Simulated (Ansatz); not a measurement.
**ClFH$_{3}$Si···H$_{3}$O: density, localisation and related maps**

Input file:

```
crystal:
  periodic: [false, false, false]
  atoms:
    - {symbol: Si, position_ang: [-1.293152, 0.370357, 0.607023]}
    - {symbol: Cl, position_ang: [0.156873, 1.497188, -0.894134]}
    - {symbol: H, position_ang: [-1.936422, -0.597535, -0.309153]}
    - {symbol: H, position_ang: [-1.580947, 0.082442, 2.043328]}
    - {symbol: H, position_ang: [-2.027895, 1.662310, 0.474945]}
    - {symbol: H, position_ang: [1.188018, -0.758837, 0.130666]}
    - {symbol: F, position_ang: [0.198056, -0.614691, 0.913258]}
    - {symbol: H, position_ang: [1.490990, 0.264794, -0.992073]}
    - {symbol: O, position_ang: [1.942933, -0.613022, -0.647037]}
    - {symbol: H, position_ang: [1.861446, -1.293005, -1.326724]}
basis:
  gaussian: {orbitals: def2-TZVPP}
hamiltonian: {xc: pbe0, dispersion: d4}
output: {orbitals: {seedname: orbitals}}
```

Run with:

```sh
ansatz run in.yaml --threads 4 --pin off --events-out ev --progress --plain --max-ram 9574MiB
```

A transition-state structure; geometry: PBE0-D4/def2-TZVP.

These are results of RKS PBE0-D4/def2-TZVPP in Ansatz 0.2.0, not measurements.

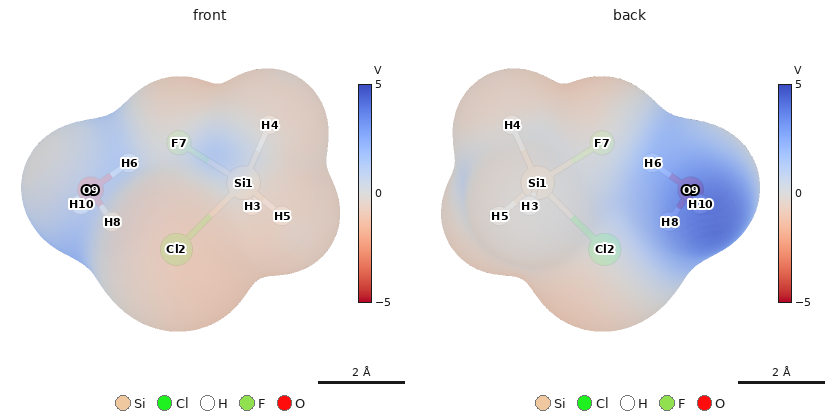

Figure 1. The molecular electrostatic potential painted on the density surface at 0.002 e/bohr³, seen from the front and from behind; red is negative and blue positive.

**Where is the surface potential most negative and most positive?**

The most negative region (about −0.9 V) lies over Cl2, the most positive (about +4.2 V) over H10.

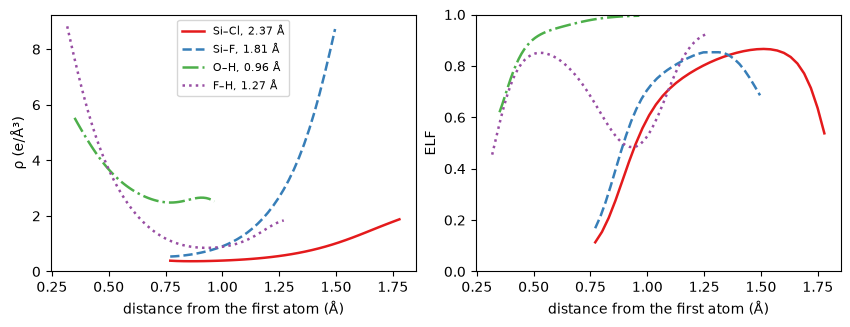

Figure 2. Electron density and electron localisation function along straight lines between neighbouring atoms. The curves leave out the atomic cores.

**Compare the contacts.**

Si–Cl (2.37 Å): ρ is about 0.49 e/Å³ halfway, with its minimum of 0.37 e/Å³ about 0.9 Å from Si; the ELF peaks at about 0.85 between the atoms (a shared but strongly polarised pair).
Si–F (1.81 Å): ρ is about 0.68 e/Å³ halfway; the ELF peaks at about 0.85 in the valence shell of F, 0.5 Å from its nucleus, and is about 0.55 at the midpoint.
O–H (0.96 Å): the density is about 3.8 e/Å³ at the midpoint; the ELF climbs to about 1 towards the hydrogen, as it does in any bond to H (an ordinary covalent bond to hydrogen).
F7···H6 (1.27 Å): the density falls to about 0.85 e/Å³ on the way; the ELF peaks at about 0.85 between the atoms.

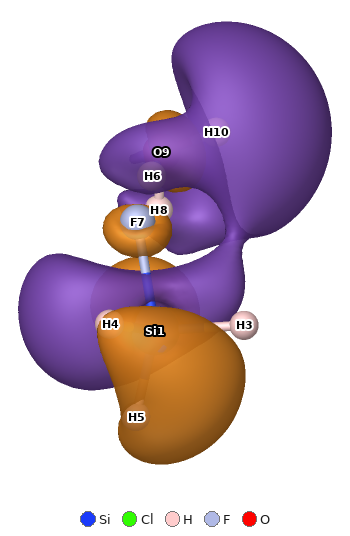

Figure 3. One frontier orbital at ±0.08 Å⁻³ᐟ² (orange and purple are the two phases), seen at an oblique angle.

**Which orbital is it: HOMO or LUMO?**

The LUMO, at −0.38 eV. By Hirshfeld shares it lies mainly on Si1 (about 30 %), H10 (about 25 %), Cl2 (about 10 %) and O9 (about 10 %).
